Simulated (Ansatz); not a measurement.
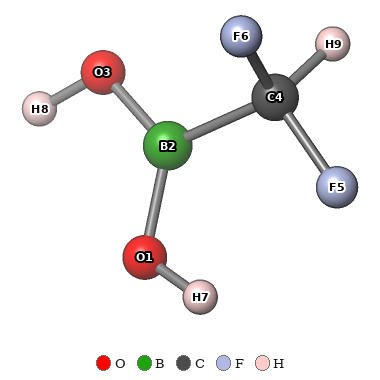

The system is CH3BF2O2, SMILES OB(O)C(F)F; the picture shows the reference structure. The first coordinate is: dihedral H7–O1–B2–C4; the second: dihedral C4–B2–O3–H8. Nothing is relaxed (all other coordinates rigid). Grid: 10 × 10 points. Energies are in kcal/mol, from the relaxed molecule at the same level. Method: RKS PBE0-D4/def2-SVP (Ansatz).

Its coordinates:

```xyz
9

O     1.1705   -0.7512   -0.8155
B     0.1588   -0.5326    0.0548
O    -0.2768   -1.4879    0.9009
C    -0.5565    0.9035    0.0899
F    -0.0929    1.6439   -0.9692
F    -0.2268    1.5665    1.2281
H     1.3411    0.0348   -1.3499
H     0.2301   -2.3047    0.8256
H    -1.6591    0.8814    0.0181
```

Range: dihedral H7–O1–B2–C4 from −180 to 144°; dihedral C4–B2–O3–H8 from −180 to 144°.

Q: What will the energy surface look like?

A: The lowest grid point is at dihedral H7–O1–B2–C4 = 0°, dihedral C4–B2–O3–H8 = −180°, 0.012 kcal/mol from the relaxed molecule at the same level. Other grid points that lie below all their neighbours: dihedral H7–O1–B2–C4 = 0°, dihedral C4–B2–O3–H8 = 0° (3.4 kcal/mol higher); dihedral H7–O1–B2–C4 = −180°, dihedral C4–B2–O3–H8 = 0° (4.2 kcal/mol higher); dihedral H7–O1–B2–C4 = −180°, dihedral C4–B2–O3–H8 = −180° (7.2 kcal/mol higher). The highest grid point, dihedral H7–O1–B2–C4 = −108°, dihedral C4–B2–O3–H8 = 108°, lies 26.5 kcal/mol above the lowest. At the lowest point F5···H7 is 2.19 Å, a hydrogen-bond distance.

```
dihedral C4–B2–O3–H8 ↓, dihedral H7–O1–B2–C4 →  −180  −144  −108   −72   −36     0    36    72   108   144
                                           144  10.0  14.2  19.0  16.6   8.3   4.0   9.0  16.2  16.9  11.9
                                           108  14.1  19.4  26.5  25.0  15.7  10.5  15.8  23.9  24.2  17.3
                                            72  13.1  18.0  26.1  26.1  17.2  11.3  15.8  24.0  24.6  17.3
                                            36   7.5  11.5  18.7  19.1  11.7   6.5  10.3  17.3  18.1  11.7
                                             0   4.2   8.1  14.3  14.1   7.4   3.4   7.5  13.9  13.9   7.7
                                           −36   6.5  11.0  17.5  16.5   9.1   5.5  10.8  17.9  17.1  10.0
                                           −72  11.8  16.5  23.8  22.9  14.4  10.0  16.0  24.6  24.3  16.2
                                          −108  12.9  16.5  23.4  22.8  14.3   9.3  14.6  23.5  24.7  17.7
                                          −144   9.2  11.6  16.6  15.6   8.0   3.2   7.6  15.6  17.8  13.0
                                          −180   7.2   9.9  13.7  11.7   4.2   0.0   4.4  11.5  13.3   9.5
```

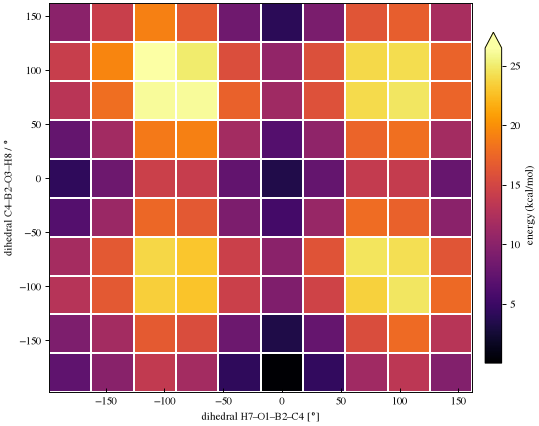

In the figure: one coloured cell a grid point, one colour for all values above the top of the scale.

The whole map (100 points run) took 7.7 min on 1 thread of Arm Neoverse V2, with other jobs on the host.
